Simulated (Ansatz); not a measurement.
**Run report: GaH2Cl, nudged elastic band**

- system: GaH2Cl
- method: RKS PBE0/def2-SVP (Ansatz 0.2.0)

It belongs to a series of runs on one base structure; here: band between the two ends. Figures and captions count atoms from 1; the log counts them from 0 in places.

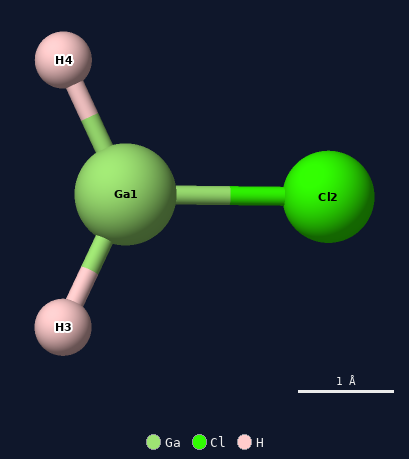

Fig. 1: The input geometry (ball-and-stick view, seen on its broad side; atoms are numbered from 1 in the order of the input). Sticks mark near contacts.

**Input file**
```yaml
crystal:
  periodic: [false, false, false]
  atoms:
    - { symbol: Ga, position_ang: [0.45405, 0.0, 0.077798] }
    - { symbol: Cl, position_ang: [0.821871, 0.0, 2.202847] }
    - { symbol: H, position_ang: [1.731139, 0.0, -0.81632] }
    - { symbol: H, position_ang: [-1.049461, 0.0, -0.334125] }
basis:
  gaussian: { orbitals: def2-SVP }
hamiltonian:
  xc: pbe0
neb:
  order_check: false
  images: 7
  f_tol: 0.05
  max_iterations: 60
  final_atoms:
    - { symbol: Ga, position_ang: [-0.41490521, 0.0, -1.03445902] }
    - { symbol: Cl, position_ang: [1.40102994, 0.0, 1.30109094] }
    - { symbol: H, position_ang: [2.51610816, 0.0, 0.65553313] }
    - { symbol: H, position_ang: [-1.54463389, 0.0, 0.20803495] }
  initial_path:
    images:
      - { positions_ang: [[0.45405, 0.0, 0.077798], [0.821871, 0.0, 2.202847], [1.731139, 0.0, -0.81632], [-1.049461, 0.0, -0.334125]] }
      - { positions_ang: [[0.34049426, 0.0, 0.05842333], [1.00352335, 0.0, 2.12359841], [1.74074032, 0.0, -0.60526072], [-1.12715893, 0.0, -0.44656103]] }
      - { positions_ang: [[0.22693853, 0.0, 0.03904866], [1.1851757, 0.0, 2.04434983], [1.75034164, 0.0, -0.39420144], [-1.20485686, 0.0, -0.55899705]] }
      - { positions_ang: [[0.11338279, 0.0, 0.019674], [1.36682805, 0.0, 1.96510124], [1.75994296, 0.0, -0.18314216], [-1.2825548, 0.0, -0.67143308]] }
      - { positions_ang: [[-0.00017294, 0.0, 0.00029933], [1.54848039, 0.0, 1.88585265], [1.76954428, 0.0, 0.02791712], [-1.36025273, 0.0, -0.78386911]] }
      - { positions_ang: [[-0.10385601, 0.0, -0.25839026], [1.51161778, 0.0, 1.73966223], [1.95618525, 0.0, 0.18482112], [-1.40634802, 0.0, -0.53589309]] }
      - { positions_ang: [[-0.20753907, 0.0, -0.51707985], [1.47475517, 0.0, 1.5934718], [2.14282622, 0.0, 0.34172512], [-1.45244331, 0.0, -0.28791708]] }
      - { positions_ang: [[-0.31122214, 0.0, -0.77576944], [1.43789255, 0.0, 1.44728137], [2.32946719, 0.0, 0.49862913], [-1.4985386, 0.0, -0.03994106]] }
      - { positions_ang: [[-0.41490521, 0.0, -1.03445902], [1.40102994, 0.0, 1.30109094], [2.51610816, 0.0, 0.65553313], [-1.54463389, 0.0, 0.20803495]] }
```

Hardware: 1 thread of Intel Xeon (Granite Rapids), 32 GiB of memory available, shared host.

Launched with:
```bash
ansatz run input.yaml --threads 1 --pin off --max-ram 2048MiB --backend cpu --events-out ev --progress --plain --runs-dir out
```

**Output**
```
Engine: ansatz 0.2.0, x86_64-unknown-linux-gnu
Functional definition: PBE0
  parameter a = 0.25
  parameter kappa = 0.804
  parameter beta = 0.06672455060314922
  exchange = (1 - a)*pbe_x(kappa = kappa, mu = beta*pi^2/3) + a*exact_x
  correlation = pbe_c(beta = beta)
618 factors; integrals over basis functions are off by at most 3.1e-4 eV
mean field evaluation 1: about -64911.7986 eV, gradient 2.2e1 eV
mean field evaluation 2: about -64911.5385 eV, gradient 2.7e1 eV
mean field evaluation 4: about -64912.5729 eV, gradient 1.8e-1 eV
mean field evaluation 8: about -64912.5737 eV, gradient 4.1e-3 eV
mean field -64912.57373420 eV, -2385.4930854089 hartree, gradient 2.8e-5 eV, S^2 0.000000; 0 other end points of the search recorded, 0 dependent functions left out
the calculation of the forces begins
reference -64912.57375896 eV, -2385.4930863191 hartree; 25, 25 occupied and 35, 35 virtual orbitals, 618 factors
619 factors; integrals over basis functions are off by at most 1.1e-3 eV
mean field evaluation 16: about -64910.6129 eV, gradient 2.1e0 eV
mean field -64910.61171070 eV, -2385.4209823754 hartree, gradient 1.7e-5 eV, S^2 0.000000; 0 other end points of the search recorded, 0 dependent functions left out
[... from here on the field's lines of each further geometry are left out, up to the last ...]
NEB iter   1: max|band force component| = 9.730e0 eV/Å  barrier→ = 4.0409 eV  barrier← = 2.0789 eV  Δτ_max = 0.1931 Å  (231 SCF iters)
NEB iter   2: max|band force component| = 3.780e0 eV/Å  barrier→ = 2.8530 eV  barrier← = 0.8910 eV  Δτ_max = 0.1969 Å  (200 SCF iters)
NEB iter   3: max|band force component| = 1.507e0 eV/Å  barrier→ = 2.3872 eV  barrier← = 0.4252 eV  Δτ_max = 0.2000 Å  (192 SCF iters)
NEB iter   4: max|band force component| = 1.519e0 eV/Å  barrier→ = 2.4249 eV  barrier← = 0.4629 eV  Δτ_max = 0.0999 Å  (197 SCF iters)
NEB iter   5: max|band force component| = 4.610e-1 eV/Å  barrier→ = 2.3838 eV  barrier← = 0.4218 eV  CI = image 4  Δτ_max = 0.0932 Å  (188 SCF iters)
NEB iter   6: max|band force component| = 1.648e-1 eV/Å  barrier→ = 2.3827 eV  barrier← = 0.4207 eV  CI = image 4  Δτ_max = 0.0784 Å  (189 SCF iters)
NEB iter   7: max|band force component| = 6.449e-2 eV/Å  barrier→ = 2.3811 eV  barrier← = 0.4191 eV  CI = image 4  Δτ_max = 0.0719 Å  (187 SCF iters)
the calculation of the forces begins
reference -64910.58820735 eV, -2385.4201186432 hartree; 25, 25 occupied and 35, 35 virtual orbitals, 621 factors
619 factors; integrals over basis functions are off by at most 1.5e-3 eV
mean field evaluation 608: about -64910.1930 eV, gradient 4.1e-5 eV
mean field -64910.19300066 eV, -2385.4055950653 hartree, gradient 1.1e-5 eV, S^2 0.000000; 1 other end points of the search recorded, 0 dependent functions left out
the calculation of the forces begins
reference -64910.19302383 eV, -2385.4055959166 hartree; 25, 25 occupied and 35, 35 virtual orbitals, 619 factors
NEB iter   8: max|band force component| = 2.985e-2 eV/Å  barrier→ = 2.3807 eV  barrier← = 0.4187 eV  CI = image 4  Δτ_max = 0.0000 Å  (363 SCF iters)
```

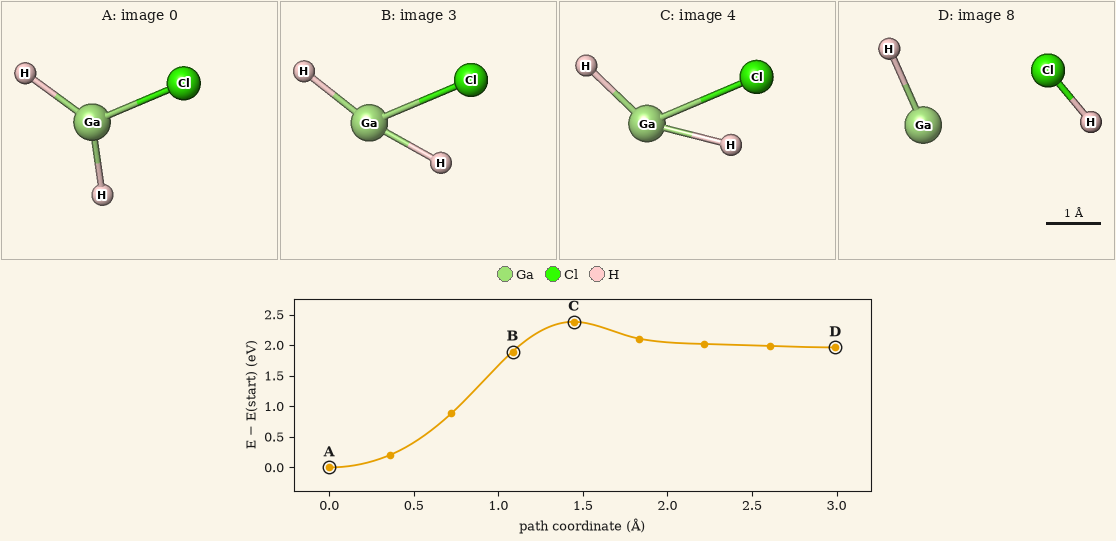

Fig. 2: Images of the last band (counted from 0; ball-and-stick, seen at a tilt) above the energy along the path; the line is a cubic interpolation that uses the forces. The highest image is number 4, 2.381 eV above the start and 0.419 eV above the end (the climbing image); the end lies 1.962 eV above the start. The path is 2.99 Å long. The band converged in 8 iterations.

```
Total energy: -64910.19302383 eV, -2385.4055959166 hartree
Atom 0 at     0.249084     0.000000    -0.553798 Å, force     0.005602    -0.000000    -0.013800 eV/Å
Atom 1 at     1.302640    -0.000000     1.802460 Å, force     0.003252     0.000000     0.001522 eV/Å
Atom 2 at     1.734224    -0.000000     0.212055 Å, force    -0.012225    -0.000000     0.005491 eV/Å
Atom 3 at    -1.328349    -0.000000    -0.330517 Å, force     0.003371     0.000000     0.006787 eV/Å
Dipole moment:    -0.168757     0.000000    -0.471956 e Å
this run last wrote the band of iteration 8 to [file]
```

**The last band as extended XYZ (Å, eV, eV/Å)**
```
4
Properties=species:S:1:pos:R:3:forces:R:3 image=0 energy=-64912.57373
Ga    0.4541    0.0000    0.0778    0.0000   0.0000   0.0003
Cl    0.8219    0.0000    2.2028    0.0006   0.0000   0.0000
H     1.7311    0.0000   -0.8163   -0.0011   0.0000   0.0007
H    -1.0495    0.0000   -0.3341    0.0005   0.0000  -0.0009
4
Properties=species:S:1:pos:R:3:forces:R:3 image=1 energy=-64912.36856
Ga    0.3616    0.0000   -0.0054    0.1879   0.0000   0.4620
Cl    0.9627    0.0000    2.0728   -0.4091   0.0000   0.4243
H     1.7968    0.0000   -0.5711   -0.0695   0.0000  -0.8521
H    -1.1635    0.0000   -0.3660    0.2907   0.0000  -0.0342
4
Properties=species:S:1:pos:R:3:forces:R:3 image=2 energy=-64911.68967
Ga    0.3058    0.0000   -0.1465    0.2276   0.0000   1.4015
Cl    1.0745    0.0000    1.9466   -0.8781   0.0000   0.6010
H     1.8222    0.0000   -0.3022    0.2585   0.0000  -1.8037
H    -1.2449    0.0000   -0.3676    0.3920   0.0000  -0.1988
4
Properties=species:S:1:pos:R:3:forces:R:3 image=3 energy=-64910.68042
Ga    0.2766    0.0000   -0.3442    0.2071   0.0000   1.4579
Cl    1.1835    0.0000    1.8678   -0.8731   0.0000   0.4788
H     1.7903    0.0000   -0.0381    0.3918   0.0000  -1.7152
H    -1.2927    0.0000   -0.3553    0.2742   0.0000  -0.2215
4
Properties=species:S:1:pos:R:3:forces:R:3 image=4 energy=-64910.19300
Ga    0.2491    0.0000   -0.5538    0.0056   0.0000  -0.0138
Cl    1.3026    0.0000    1.8025    0.0033   0.0000   0.0015
H     1.7342    0.0000    0.2121   -0.0122   0.0000   0.0055
H    -1.3283    0.0000   -0.3305    0.0034   0.0000   0.0068
4
Properties=species:S:1:pos:R:3:forces:R:3 image=5 energy=-64910.46838
Ga    0.1219    0.0000   -0.7830   -0.1482   0.0000  -0.3935
Cl    1.4742    0.0000    1.7300    0.1826   0.0000  -0.0560
H     1.7810    0.0000    0.4098    0.0502   0.0000   0.3876
H    -1.4196    0.0000   -0.2267   -0.0846   0.0000   0.0620
4
Properties=species:S:1:pos:R:3:forces:R:3 image=6 energy=-64910.55545
Ga   -0.1120    0.0000   -0.9135   -0.0221   0.0000  -0.0427
Cl    1.5833    0.0000    1.6753    0.0124   0.0000  -0.0125
H     2.0447    0.0000    0.4611    0.0429   0.0000   0.0457
H    -1.5584    0.0000   -0.0926   -0.0331   0.0000   0.0095
4
Properties=species:S:1:pos:R:3:forces:R:3 image=7 energy=-64910.58818
Ga   -0.2698    0.0000   -0.9589   -0.0418   0.0000  -0.0046
Cl    1.4986    0.0000    1.5068   -0.0558   0.0000  -0.0061
H     2.3273    0.0000    0.5220    0.0944   0.0000   0.0078
H    -1.5985    0.0000    0.0603    0.0031   0.0000   0.0029
4
Properties=species:S:1:pos:R:3:forces:R:3 image=8 energy=-64910.61171
Ga   -0.4149    0.0000   -1.0345    0.0017   0.0000   0.0013
Cl    1.4010    0.0000    1.3011   -0.0004   0.0000  -0.0075
H     2.5161    0.0000    0.6555   -0.0013   0.0000   0.0043
H    -1.5446    0.0000    0.2080    0.0000   0.0000   0.0019
```

**Results in brief**

```json
{"quantity": "outcome", "value": "converged"}
{"quantity": "barrier, forward", "value": "2.381 eV"}
{"quantity": "barrier, backward", "value": "0.419 eV"}
{"quantity": "wall time", "value": "49 s"}
{"quantity": "peak memory", "value": "0.13 GiB"}
```

**Notes**

The order of the saddle point was not checked.
